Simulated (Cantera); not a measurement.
Feed: 1 mol CH3SiH3, 7.8 mol H2, equilibrated at 0.133 bar.

Cantera equilibrium calculation (NASA polynomials, part measured and part estimated; ideal gas, pure solids and liquids). Candidate condensed phases: C, C6H6, C7H8, C8H18, Si, SiC; 87 gas species. The feed counts by its element totals alone. Gases not in the tables: Si2H6 and higher silanes. The numbers say what is thermodynamically allowed, not how fast it happens.

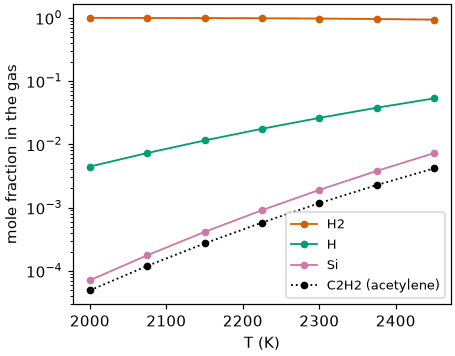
*Equilibrium gas composition (values under 1e-9 drawn at 1e-9)*

**Question.** Read off the mole fractions at 2450 K.

**Answer.** H2 about 0.93, H about 0.053, Si about 0.0072, C2H2 (acetylene) about 0.0041.
